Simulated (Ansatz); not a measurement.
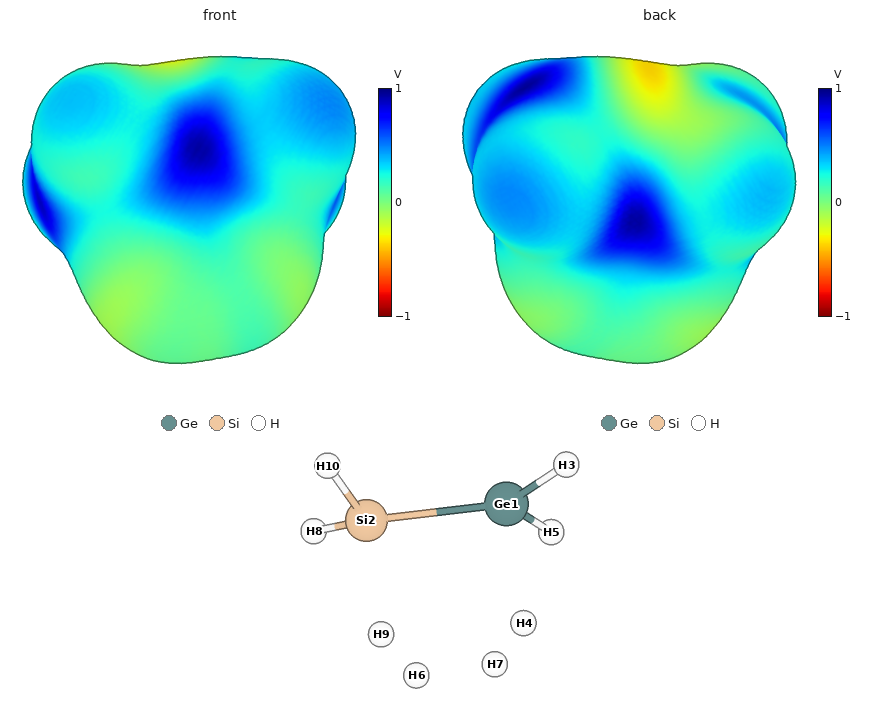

*GeH8Si. The molecular electrostatic potential painted on the density surface at 0.002 e/bohr³, seen from the front and from behind; red is negative and blue positive. The bare structure is drawn below in the same view.*

A transition-state structure; geometry: PBE0-D4/def2-TZVP.

Computed with RKS PBE0-D4/def2-TZVPP (Ansatz).

| atom | x (Å) | y (Å) | z (Å) |
| --- | --- | --- | --- |
| Ge | -0.0882 | 0.4778 | -1.3300 |
| Si | 1.1857 | -0.7327 | 0.0457 |
| H | -1.2137 | -0.1203 | -2.1717 |
| H | -1.3817 | 0.7629 | 0.2456 |
| H | 0.0763 | 1.9866 | -1.5003 |
| H | -0.7848 | -0.1266 | 1.8702 |
| H | -1.4791 | 0.5519 | 1.0719 |
| H | 2.4852 | -0.1323 | 0.4241 |
| H | -0.0365 | -0.4791 | 1.5649 |
| H | 1.2368 | -2.1883 | -0.2203 |

### Describe the electrostatic potential map.

The most negative region (about −0.3 V) lies over H8, the most positive (about +0.9 V) over Ge1 and Si2.
